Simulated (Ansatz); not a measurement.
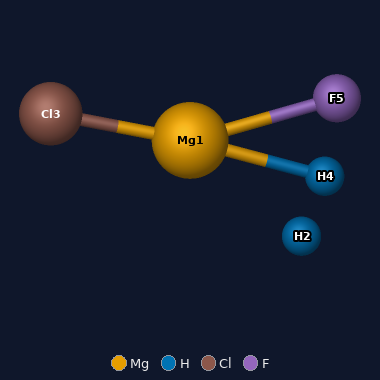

The system is the reacting system ClFH₂Mg (fragments ClFH₂Mg where the first distance is long, ClFMg + H₂ where the second is long); the picture shows the reference structure. Coordinates scanned: (1) distance H2–H4 (bond that forms); (2) distance Mg1–H2 (bond that breaks). Relaxed at each point: all other coordinates. The scan uses a 13 × 13 grid. Points are written as (first, second). Energies are in kcal/mol, from a guessed transition structure relaxed with its forming and breaking bonds held. Energies and slopes of some neighbouring points disagree (a jump in structure or state, or too coarse a mesh). The reference is spin-restricted, so regions where a bond is pulled apart into radicals lie too high. Theory: Ansatz 0.2.0, RKS PBE0-D4/def2-SVP.

Its coordinates:

```yaml
atoms:
  - { symbol: Mg, position_ang: [-0.0427, -0.7174, -0.3642] }
  - { symbol: H, position_ang: [-0.9326, 1.2119, 0.4256] }
  - { symbol: Cl, position_ang: [-0.2714, -2.6476, -1.3664] }
  - { symbol: H, position_ang: [0.0339, 1.1994, 0.6033] }
  - { symbol: F, position_ang: [1.2128, 0.9537, 0.7015] }
```

Range: distance H2–H4 (bond that forms) from 0.666 to 1.866 Å; distance Mg1–H2 (bond that breaks) from 1.548 to 3.348 Å.

Q: What will the energy surface look like?

A: The lowest grid point is at (0.794 Å, 2.305 Å), −37.6 kcal/mol from a guessed transition structure relaxed with its forming and breaking bonds held. The highest grid point, (1.866 Å, 1.548 Å), lies 62.3 kcal/mol above the lowest.

```csv
"second ↓, first →",0.666,0.720,0.794,0.878,0.970,1.068,1.171,1.278,1.389,1.504,1.621,1.742,1.866
3.348,−31.1,−35.0,−35.5,−31.9,−24.8,−15.3,−4.8,5.6,14.8,6.7,4.5,4.1,3.9
3.162,−31.4,−35.3,−35.8,−32.3,−25.2,−15.8,−5.5,4.5,13.0,4.3,3.8,3.4,3.2
2.981,−31.8,−35.7,−36.3,−32.8,−25.7,−16.4,−6.3,3.2,10.5,3.6,3.1,2.6,2.1
2.804,−32.2,−36.2,−36.7,−33.2,−26.2,−17.0,−7.2,1.3,7.2,2.9,2.2,1.5,0.7
2.632,−32.6,−36.6,−37.2,−33.7,−26.7,−17.6,−8.4,−1.2,3.4,1.8,0.8,−0.2,−0.9
2.466,−32.9,−36.9,−37.5,−34.1,−27.1,−18.2,−9.8,−4.3,−0.9,−0.1,−1.0,−1.6,−1.9
2.305,−33.0,−37.0,−37.6,−34.2,−27.3,−17.9,−7.5,−0.8,−1.5,−2.0,−2.2,−2.2,−1.9
2.151,−32.8,−36.8,−37.4,−33.9,−27.2,−18.0,−8.1,−3.8,−3.2,−2.9,−2.4,−1.7,−0.8
2.004,−31.9,−35.9,−36.5,−33.0,−26.3,−17.4,−8.5,−5.0,−3.5,−2.3,−1.1,0.2,1.5
1.866,−30.0,−33.9,−34.6,−31.1,−24.4,−15.8,−8.0,−4.2,−1.8,0.1,1.8,3.6,5.4
1.740,−26.7,−30.6,−31.2,−27.7,−21.0,−12.7,−5.3,−1.1,1.9,4.4,6.6,8.7,10.8
1.629,−22.0,−25.8,−26.3,−22.7,−15.9,−7.7,−0.4,4.3,7.7,10.6,13.1,15.5,17.8
1.548,−16.9,−20.6,−21.0,−17.3,−10.5,−2.1,5.2,10.2,14.0,17.1,19.8,22.3,24.7
```

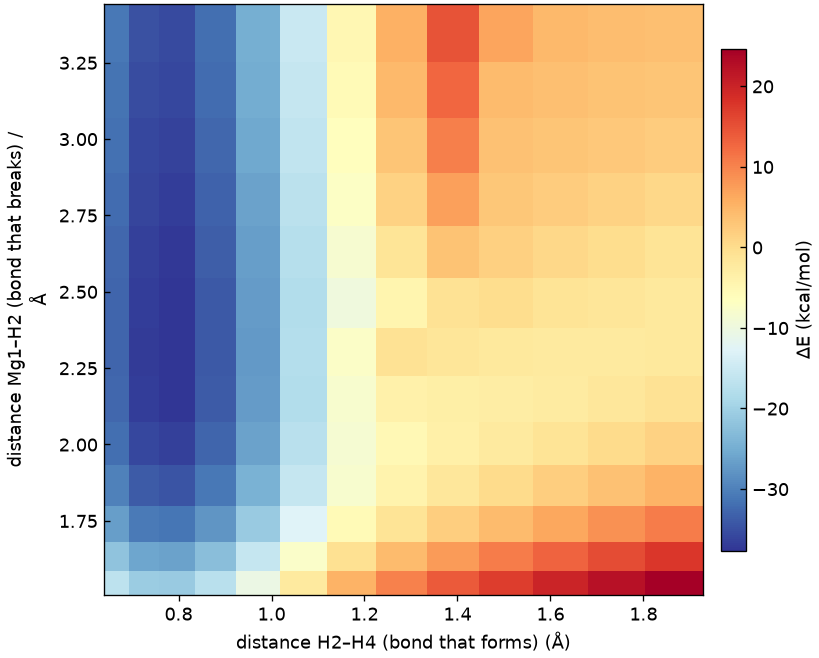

The picture shows one coloured cell a grid point.

Each point was launched as `ansatz run input.yaml --threads 1 --pin off --max-ram 2560MiB --backend cpu --events-out ev --progress --plain --runs-dir out`. The whole map (169 points run) took 14 min on 1 thread of Arm Neoverse V2 (shared host).
